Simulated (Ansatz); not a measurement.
**GdZr: energy of spin spirals**

Aim: the energy of flat spin spirals in GdZr along Γ to K, by the generalised Bloch theorem, without spin-orbit coupling. Methods of the runs shown: LAPW. Companion runs by PAW are cited.

Program: Ansatz 0.2.0. Level of theory: DFT, LDA, all-electron LAPW, scalar-relativistic. These are calculated values, not measurements.

## 1. The system as given

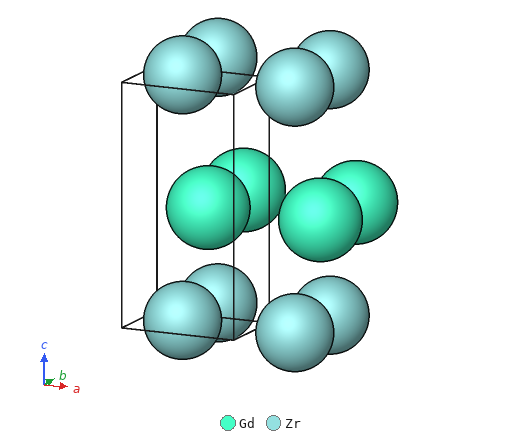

Start, viewed slightly off an axis; gadolinium teal, zirconium light teal. 2×2×1 cells are drawn. Atoms on the faces are drawn again on the opposite ones.

As a file:

```
Gd Zr
1.0
     3.39391    0.00000    0.00000
    -1.69695    2.93921    0.00000
     0.00000    0.00000    5.44617
Gd Zr
1 1
Direct
  0.66667 0.33333 0.50000
  0.33333 0.66667 0.00000
```

Atoms are numbered in the order of the input: Gd1, Zr2.

## 2. Spiral at q = 0, LAPW

File input.yaml:

```yaml
crystal:
  lattice:
    - [3.3939075271, 0.0, 0.0]
    - [-1.6969537635, 2.9392101365, 0.0]
    - [0.0, 0.0, 5.446174]
  atoms:
    - { symbol: Gd, position: [0.6666666667, 0.3333333333, 0.5], spin: 7.1, spin_axis: [1.0, 0.0, 0.0] }
    - { symbol: Zr, position: [0.3333333333, 0.6666666667, 0.0] }
magnetization:
  noncollinear: true
  spin_spiral: { q: [0.0, 0.0, 0.0] }
kpoints:
  mp_grid: { grid: [15, 15, 6] }
scf:
  occupations: { method: fermi_dirac, width: 0.05 }
hamiltonian:
  xc: lda
  pseudopotentials: { kind: all_electron, lapw: { basis_error: 0.001 } }
output:
  eigenvalues: false
```

The run is started by

```
> ansatz run input.yaml --threads 2 --pin off --max-ram 5120MiB --backend cpu --events-out ev --progress --plain --runs-dir out
```

Standard output (excerpt; [...] marks lines left out):

```text
settings of this run that can trade accuracy for cost: output.eigenvalues: false. Do not mix this run's numbers with those of runs without the same settings; the input reference describes each key
LAPW: plane waves up to 6.829 Å⁻¹, error target 1.0e-3 eV per atom; small_component_spin mean_spin; Zr in spheres of 1.658 Å, 22 of its electrons in bands, Dirac shells []; Gd in spheres of 1.697 Å, 28 of its electrons in bands, Dirac shells []
band count auto-derived: 64 (N_el = 50.0; filled up to band 50; 60 by the electrons, moments and atoms)
[...]
Pseudopotentials: kind: all_electron
Pseudopotential: Gd, LAPW, valence charge 28, Koelling and Harmon's equation, gaussian nucleus
Pseudopotential: Zr, LAPW, valence charge 22, Koelling and Harmon's equation, gaussian nucleus
Functional definition: SPW92
[...]
Crystal: 2 atoms, lattice volume = 54.328 Å³
Basis set: ecut = 177.68362927491165 eV, 299 PW (Γ), exchange–correlation at level 2
Bands: 64, of which v1, the nominal top of the filled ones, is band 50 counted from 1 (49 counted from 0)
Symmetry: 12 space group operations
k-points: 108 of 1350
Spin spiral: q = (0, 0, 0) of the reciprocal vectors; moments are told in the frame that turns with it, a site's in that at the site
[...]
Starting moments: Σ|m| = 7.1 μB on 1 of 2 sites
[...]
SCF iter   1: F=—  HF=-404308.830892 eV  |F-HF|=—  |Δ(HF+E_count)|=         —  Δρ=1.71e-2  dr2=5.36e-1  dr2_m=2.74e-3  ethr=1.07e-3  |M|=6.98e0 ∫|m|=7.04e0 μB  β_m=0.30  ⟨swp⟩=2.1  Hψ=43550  notcnv=0
[...]
spin=Noncollinear: Kerker preconditioning applied to the charge; magnetization (m_x, m_y, m_z) channels mix plain (no charge-response kernel on spin).
[...]
the basis was enlarged: its passes take 10.1 MiB over the memory plan, 2 of 2 planned eigensolver slots
[...]
spin-set hold released at iteration 12 (site moments contracting): the magnetisation degrees of freedom join the quasi-Newton model from the next iteration; the mixer history was flushed
[...]
SCF iter  18: F=-404308.663173 eV  HF=-404308.663173 eV  |F-HF|=3.09e-9  |Δ(HF+E_count)|=   2.65e-8  Δρ=1.93e-6  dr2=3.75e-9  dr2_m=2.70e-10  ethr=2.72e-11  |M|=7.33e0 ∫|m|=7.40e0 μB  ⟨swp⟩=2.4  Hψ=21441  notcnv=0
[...]
WARN: this state was not checked for a lower one beside it: the run's test of it (scf.lower_state_search) could not run behind this SCF: none is made under non-collinear spin (noncollinear)
SCF converged after 18 iterations
Magnetization: |M| = 7.3272 μB,  M = (+7.3272, -0.0000, +0.0000) μB
Absolute magnetization: 7.4035 μB (∫|m|)
  site 0: m = (+7.2323, -0.0000, +0.0000) μB, |m| = 7.2323 μB  (R = 1.70 Å)
  site 1: m = (-0.0029, +0.0000, +0.0000) μB, |m| = 0.0029 μB  (R = 1.66 Å)
Free energy (F): -404308.663173 eV
[...]
E sigma→0 (E₀):  -404308.650104 eV
Entropy (-TS):   -0.026136 eV (-13.068 meV/atom)
Fermi energy:    15.039192 eV
[...]
settings of this run that can trade accuracy for cost: output.eigenvalues: false. Do not mix this run's numbers with those of runs without the same settings; the input reference describes each key
```

Run time: 4.4 min. Hardware: 2 threads of Arm Neoverse V2, shared host; peak memory 1.1 GiB.

In short: moment of the cell in the turning frame 7.33 μB; moments (x, y, z) Gd1 (7.23, 0.00, 0.00) μB.

## 3. Spiral at 0.2 of the way from Γ to K, LAPW

Changes to input.yaml since step 2:

```diff
@@ -10,5 +10,5 @@
   noncollinear: true
-  spin_spiral: { q: [0.0, 0.0, 0.0] }
+  spin_spiral: { q: [0.0666666667, 0.0666666667, 0.0] }
 kpoints:
-  mp_grid: { grid: [15, 15, 6] }
+  mp_grid: { grid: [15, 15, 6], shift: [0.5, 0.5, 0.0] }
 scf:
```

The run is started by

```
> ansatz run input.yaml --threads 2 --pin off --max-ram 5120MiB --backend cpu --events-out ev --progress --plain --runs-dir out
```

Standard output (excerpt; [...] marks lines left out):

```text
settings of this run that can trade accuracy for cost: output.eigenvalues: false. Do not mix this run's numbers with those of runs without the same settings; the input reference describes each key
LAPW: plane waves up to 6.829 Å⁻¹, error target 1.0e-3 eV per atom; small_component_spin mean_spin; Zr in spheres of 1.658 Å, 22 of its electrons in bands, Dirac shells []; Gd in spheres of 1.697 Å, 28 of its electrons in bands, Dirac shells []
band count auto-derived: 64 (N_el = 50.0; filled up to band 50; 60 by the electrons, moments and atoms)
[...]
[... 4 set-up lines as earlier in the session ...]
[...]
Crystal: 2 atoms, lattice volume = 54.328 Å³
Basis set: ecut = 177.68362927491165 eV, 311 PW (Γ), exchange–correlation at level 2
[...]
SCF iter  18: F=-404308.662053 eV  HF=-404308.662053 eV  |F-HF|=9.31e-10  |Δ(HF+E_count)|=   3.02e-8  Δρ=1.77e-6  dr2=3.22e-9  dr2_m=1.91e-10  ethr=2.54e-11  |M|=7.25e0 ∫|m|=7.39e0 μB  ⟨swp⟩=2.0  Hψ=89588  notcnv=0
[...]
WARN: this state was not checked for a lower one beside it: the run's test of it (scf.lower_state_search) could not run behind this SCF: none is made under non-collinear spin (noncollinear)
SCF converged after 18 iterations
Magnetization: |M| = 7.2497 μB,  M = (+7.2497, -0.0000, +0.0000) μB
Absolute magnetization: 7.3922 μB (∫|m|)
  site 0: m = (+7.2104, -0.0000, +0.0000) μB, |m| = 7.2104 μB  (R = 1.70 Å)
  site 1: m = (-0.0294, -0.0000, +0.0000) μB, |m| = 0.0294 μB  (R = 1.66 Å)
Free energy (F): -404308.662053 eV
[...]
E sigma→0 (E₀):  -404308.648741 eV
Entropy (-TS):   -0.026624 eV (-13.312 meV/atom)
Fermi energy:    15.039435 eV
[...]
settings of this run that can trade accuracy for cost: output.eigenvalues: false. Do not mix this run's numbers with those of runs without the same settings; the input reference describes each key
```

Wall time 18 min (2 threads of Arm Neoverse V2, shared host); peak memory 3.5 GiB.

Result: moment of the cell in the turning frame 7.25 μB; moments (x, y, z) Gd1 (7.21, 0.00, 0.00) μB.

## 4. Spiral at 0.4 of the way from Γ to K, LAPW

Changes to input.yaml since step 3:

```diff
@@ -10,5 +10,5 @@
   noncollinear: true
-  spin_spiral: { q: [0.0666666667, 0.0666666667, 0.0] }
+  spin_spiral: { q: [0.1333333333, 0.1333333333, 0.0] }
 kpoints:
-  mp_grid: { grid: [15, 15, 6], shift: [0.5, 0.5, 0.0] }
+  mp_grid: { grid: [15, 15, 6] }
 scf:
```

The run is started by

```
> ansatz run input.yaml --threads 2 --pin off --max-ram 5120MiB --backend cpu --events-out ev --progress --plain --runs-dir out
```

Standard output (excerpt; [...] marks lines left out):

```text
settings of this run that can trade accuracy for cost: output.eigenvalues: false. Do not mix this run's numbers with those of runs without the same settings; the input reference describes each key
LAPW: plane waves up to 6.829 Å⁻¹, error target 1.0e-3 eV per atom; small_component_spin mean_spin; Zr in spheres of 1.658 Å, 22 of its electrons in bands, Dirac shells []; Gd in spheres of 1.697 Å, 28 of its electrons in bands, Dirac shells []
band count auto-derived: 64 (N_el = 50.0; filled up to band 50; 60 by the electrons, moments and atoms)
[...]
[... 4 set-up lines as earlier in the session ...]
[...]
Crystal: 2 atoms, lattice volume = 54.328 Å³
Basis set: ecut = 177.68362927491165 eV, 311 PW (Γ), exchange–correlation at level 2
[...]
SCF iter  18: F=-404308.660735 eV  HF=-404308.660735 eV  |F-HF|=5.82e-10  |Δ(HF+E_count)|=   2.76e-8  Δρ=1.28e-6  dr2=1.58e-9  dr2_m=1.72e-10  ethr=1.48e-11  |M|=7.12e0 ∫|m|=7.38e0 μB  ⟨swp⟩=2.3  Hψ=89740  notcnv=0
[...]
WARN: this state was not checked for a lower one beside it: the run's test of it (scf.lower_state_search) could not run behind this SCF: none is made under non-collinear spin (noncollinear)
SCF converged after 18 iterations
Magnetization: |M| = 7.1187 μB,  M = (+7.1187, +0.0000, +0.0000) μB
Absolute magnetization: 7.3788 μB (∫|m|)
  site 0: m = (+7.1777, +0.0000, +0.0000) μB, |m| = 7.1777 μB  (R = 1.70 Å)
  site 1: m = (-0.0574, -0.0000, +0.0000) μB, |m| = 0.0574 μB  (R = 1.66 Å)
Free energy (F): -404308.660735 eV
[...]
E sigma→0 (E₀):  -404308.647311 eV
Entropy (-TS):   -0.026849 eV (-13.424 meV/atom)
Fermi energy:    15.036481 eV
[...]
settings of this run that can trade accuracy for cost: output.eigenvalues: false. Do not mix this run's numbers with those of runs without the same settings; the input reference describes each key
```

Run time: 17 min. Hardware: 2 threads of Arm Neoverse V2, shared host; peak memory 3.5 GiB.

Result: moment of the cell in the turning frame 7.12 μB; moments (x, y, z) Gd1 (7.18, 0.00, 0.00), Zr2 (-0.06, 0.00, 0.00) μB.

## 5. All runs together

Rows by PAW come from runs of the same series that aren't printed here.

Free energies are per magnetic atom (1 in the cell), from each method's spiral at q = 0. Moments are those in the frame that turns with the spiral.

```
                                  run  method  energy from the method's reference (meV/magnetic atom)  total moment (μB)  largest site moment (μB)  cycles     time
  0 of Γ–K, q = (0.000, 0.000, 0.000)    LAPW                                                     0.0               7.33                      7.23      18  4.4 min
0.2 of Γ–K, q = (0.067, 0.067, 0.000)    LAPW                                                     1.1               7.25                      7.21      18   18 min
0.4 of Γ–K, q = (0.133, 0.133, 0.000)    LAPW                                                     2.4               7.12                      7.18      18   17 min
  0 of Γ–K, q = (0.000, 0.000, 0.000)     PAW                                                     0.0               7.33                      7.15      19     74 s
0.2 of Γ–K, q = (0.067, 0.067, 0.000)     PAW                                                     1.1               7.25                      7.13      19  5.1 min
0.4 of Γ–K, q = (0.133, 0.133, 0.000)     PAW                                                     2.5               7.12                      7.11      21  5.7 min
0.6 of Γ–K, q = (0.200, 0.200, 0.000)     PAW                                                     4.4               7.00                      7.09      19  5.4 min
0.8 of Γ–K, q = (0.267, 0.267, 0.000)     PAW                                                     4.0               6.86                      7.08      17  5.2 min
  1 of Γ–K, q = (0.333, 0.333, 0.000)     PAW                                                     3.9               6.68                      7.08      17  5.3 min
```

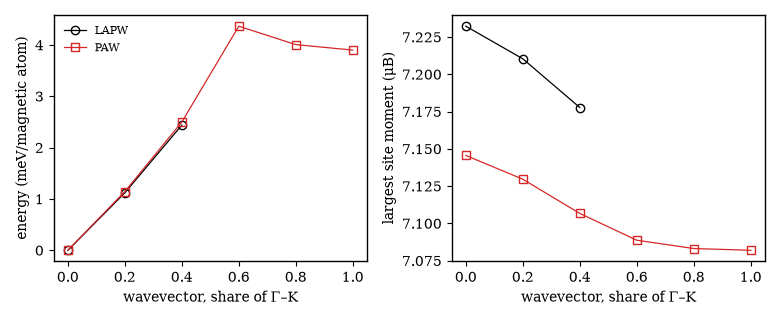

Energy and moment of the spiral against its wavevector.

## 6. Results

| quantity | value |
| --- | --- |
| lowest of the spirals run (LAPW) | 0 of Γ–K, +0.0 meV |
| energy at 0.4 of Γ–K (LAPW) | +2.4 meV |
| lowest of the spirals run (PAW) | 0 of Γ–K, +0.0 meV |
| energy at 1 of Γ–K (PAW) | +3.9 meV |

What this shows: By LAPW the energy rises from q = 0 on, to +2.4 meV a magnetic atom at 0.4 of the way: along this line the ferromagnet is stable. No U acts on the open f shell, so these are results of the method and may differ from the real material's. Other magnetic orders may lie lower; this is the state that the run reached. The k mesh (15×15×6) wasn't tested for convergence.
